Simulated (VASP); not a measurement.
Band structure of Co (space group P6_3/mmc). Method: PBE GGA, VASP's PBE PAW potentials (set 64) (plane waves; VASP).

The run has a spin-polarised start.

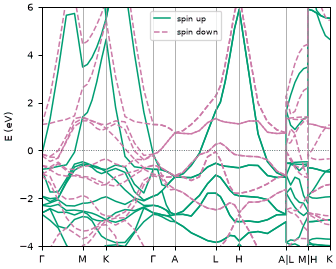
Fig. 1. Bands along high-symmetry lines, zero at the valence-band maximum or, without a gap, the Fermi level

Task: Read the plot: is there a gap, and where are the band edges?

Result: It has no gap at this level: it comes out as a metal or semimetal.

The structure comes from a computed database's Co entry; how it stands against other phases isn't given here. The cell was not relaxed at this level.
